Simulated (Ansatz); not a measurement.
# How the smearing shapes the phonons of YS (Fm-3m), part 2 of 2

Aim: see how the phonons of YS (Fm-3m) along the first symmetry line respond to the electronic smearing.

Ansatz 0.2.0; DFT PBEsol, scalar-relativistic, plane waves, PAW; PAW set soft_1.

So far. Step 2 (Relaxation): The largest force is now zero by symmetry and the largest stress component 0.041 GPa, small enough for phonons. Step 4 (Wavevectors along a line: Fermi–Dirac smearing of 0.25 …): Against step 3 (now smearing width 0.25 eV), the free energy moves by -36.4 meV an atom. The relaxed cell has a = 5.460 Å (conventional setting).

## 5. Phonons along a line: Fermi–Dirac smearing of 0.04 eV (continued)

Each wavevector solved by linear response. Frequency against |q| along the line:

```
|q| along the line (Å⁻¹)  mode 1 = mode 2 (cm⁻¹)  mode 3 (cm⁻¹)  mode 4 (cm⁻¹)  mode 5 (cm⁻¹)  mode 6 (cm⁻¹)
                   0.000                       0              0            299            299            299
                   0.144                    17.5           53.6            299            299            299
                   0.431                    53.5            126            291            296            296
                   0.719                    83.0            124            292            292            293
                   1.007                    96.2            106            294            294            298
```

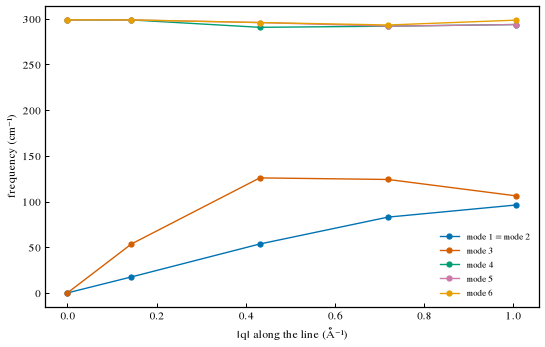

Frequency, plotted against |q| along the line.

Against step 3 (now smearing width 0.04 eV), the free energy moves by +5.8 meV an atom.

## 6. Phonons along a line: Methfessel–Paxton smearing of 0.2 eV

Each wavevector is solved by itself, so no interpolation smooths a dip of the branch.

Contents of input.yaml:

```yaml
crystal:
  lattice:
    - [0.0, 2.7301649189, 2.7301649189]
    - [2.7301649189, 0.0, 2.7301649189]
    - [2.7301649189, 2.7301649189, 0.0]
  atoms:
    - { symbol: "Y", position: [0.5, 0.5, 0.5] }
    - { symbol: S, position: [0.0, 0.0, 0.0] }
kpoints:
  mp_grid: { grid: [16, 16, 16] }
hamiltonian:
  xc: pbesol
  pseudopotentials: { kind: paw, azcp: { folder: soft_1 }, xc_functional: pbe }
scf:
  occupations: { method: methfessel_paxton, width: 0.2 }
output:
  eigenvalues: true
phonons:
  method: dfpt
  qpoints:
    - [0, 0, 0]
    - [0.0625, 0.0, 0.0625]
    - [0.1875, 0.0, 0.1875]
    - [0.3125, 0.0, 0.3125]
    - [0.4375, 0.0, 0.4375]
```

Run with:

```
ansatz run input.yaml --threads 4 --pin off --max-ram 12288MiB --backend cpu --events-out ev --progress --plain --runs-dir out
```

Numbers of over 12 decimals in the logs are rounded to 6 here.

Output:

```text
[...]
Crystal: 2 atoms, lattice volume = 40.700 Å³
Basis set: ecut = 420 eV, 821 PW (Γ), exchange–correlation on 54×54×54 points (8 copies of the dense FFT grid, shifted against one another)
Bands: 13, of which v1, the nominal top of the filled ones, is band 9 counted from 1 (8 counted from 0)
Symmetry: 48 space group operations
k-points: 145 of 4096
[...]
SCF iter   1: F=—  HF=-4684.368118 eV  |F-HF|=—  |Δ(HF+E_count)|=         —  Δρ=2.43e-2  dr2=2.66e-1  ethr=3.10e-3  ⟨swp⟩=6.4  Hψ=25912  notcnv=0
[...]
SCF iter   9: F=-4684.281059 eV  HF=-4684.281059 eV  |F-HF|=9.09e-13  |Δ(HF+E_count)|=  6.37e-12  S|Δr|=    0.00e0  Δρ=4.34e-8  dr2=3.47e-13  ethr=1.00e-12  ⟨swp⟩=11.4  Hψ=12624  notcnv=0
SCF 1 converged in 9 iterations: F = -4684.281059 eV  dr2 = 3.47e-13
[...]
SCF converged after 9 iterations
Stability not checked: this state was not tested for a lower state beside it, because cold or Methfessel-Paxton smearing, or corrected tetrahedra, fill the levels in a way that the test cannot read (fill_not_monotonic; see scf.lower_state_search)
Free energy (F): -4684.281059 eV
[...]
Internal energy: -4684.281686 eV  (E = F + TS)
E sigma→0 (E₀):  -4684.281216 eV
Entropy (-TS):   0.000627 eV (0.314 meV/atom)
Fermi energy:    12.554080 eV
[...]
--- Band table (eV; the first three rows and the last of 145) ---
  k-point 0: bands = [... 5 lower, 9.1705, 9.1705, 9.1705, 12.3410, 12.3410, 12.3410, 13.1987, 13.1987, ... 4 higher]
  k-point 1: bands = [... 5 lower, 8.9259, 9.0432, 9.0432, 12.3998, 12.4261, 12.4261, 13.3920, 13.3920, ... 4 higher]
  k-point 2: bands = [... 5 lower, 8.3398, 8.7316, 8.7316, 12.5096, 12.6559, 12.6559, 13.9226, 13.9226, ... 4 higher]
  k-point 144: bands = [... 5 lower, 7.0655, 7.3326, 7.3326, 13.4037, 13.4037, 15.3925, 16.0601, 16.4928, ... 4 higher]
[...]
ASR residual: 8.789e-6 → 0.000e0 eV/Å²; symmetrization residual: 9.719e-7 eV/Å²
  ASR residual per site (eV/Å²): 5.77e-6 8.79e-6
  Γ frequencies (cm⁻¹): 0.00 0.00 0.00 298.94 298.94 298.94
[...]
--- Phonons (arbitrary-q DFPT): 5 explicit q-points ---
[...]
```

Wall time 2.5 min (4 threads of Arm Neoverse V2, shared host); peak memory 1.7 GiB; 9.8 min of CPU time.

Each wavevector solved by linear response. The frequency by |q| along the line:

```
|q| along the line (Å⁻¹)  mode 1 = mode 2 (cm⁻¹)  mode 3 (cm⁻¹)  mode 4 (cm⁻¹)  mode 5 (cm⁻¹)  mode 6 (cm⁻¹)
                   0.000                       0              0            299            299            299
                   0.144                    17.3           53.5            299            299            299
                   0.431                    53.8            127            292            296            296
                   0.719                    83.2            124            292            292            293
                   1.007                    96.2            107            293            293            298
```

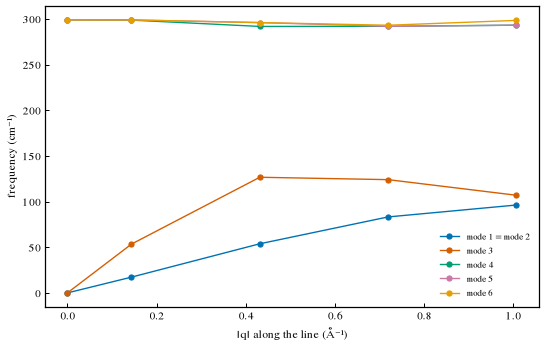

Frequency, plotted against |q| along the line.

Against step 3 (now occupations Methfessel-Paxton and smearing width 0.2 eV), the free energy moves by +6.9 meV an atom.

## 7. Smearing and the soft branch

Table of lowest frequency by |q| along the line:

```
|q| along the line (Å⁻¹)  fermi dirac 0.1 eV, k 16x16x16 (cm⁻¹)  fermi dirac 0.25 eV, k 16x16x16 (cm⁻¹)  fermi dirac 0.04 eV, k 16x16x16 (cm⁻¹)  methfessel paxton 0.2 eV, k 16x16x16 (cm⁻¹)
                   0.000                                      0                                       0                                       0                                            0
                   0.144                                   17.6                                    18.1                                    17.5                                         17.3
                   0.431                                   54.0                                    54.0                                    53.5                                         53.8
                   0.719                                   83.0                                    81.4                                    83.0                                         83.2
                   1.007                                   95.6                                    92.8                                    96.2                                         96.2
```

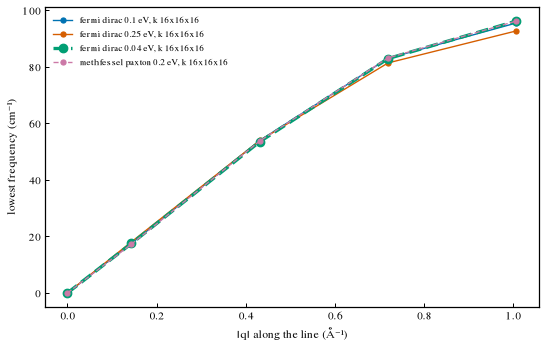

Lowest frequency, plotted against |q| along the line.

## 8. What came out

```
phonon run of the rows without a label of their own              : PBEsol, k 16×16×16
lowest branch at the last solved point, Fermi–Dirac 0.1 eV       : 95.6 cm⁻¹ at |q| = 1.01 Å⁻¹
lowest branch at the last solved point, Fermi–Dirac 0.25 eV      : 92.8 cm⁻¹ at |q| = 1.01 Å⁻¹
lowest branch at the last solved point, Fermi–Dirac 0.04 eV      : 96.2 cm⁻¹ at |q| = 1.01 Å⁻¹
lowest branch at the last solved point, Methfessel–Paxton 0.2 eV : 96.2 cm⁻¹ at |q| = 1.01 Å⁻¹
```

**Reading.** No branch softens by more than 4 % of the top frequency as the smearing narrows, so no anomaly that hangs on the smearing shows at these points. The line holds 5 wavevectors, so a narrow dip between them would be missed. Between Fermi–Dirac 0.25 eV and Fermi–Dirac 0.04 eV the largest change, with modes counted by rank of frequency, is in mode 3 at |q| = 1.01 Å⁻¹, from 99.0 to 106 cm⁻¹. Where branches cross, a count by rank can hide a softening. At the narrowest width the k mesh may not resolve the Fermi surface, so part of the change can be mesh noise. The PAW files were made for PBE; under other functionals the run regenerates their frozen core.

[Logs are printed without paths, hosts, clocks, repeated set-up lines and the standing remarks that a program may print on its own settings, such as how far it seeks lower states.]

[Hosts, paths, dates, database ids (printed as entryN), source tags and the programs' standing remarks are cut or masked in the printed files.]
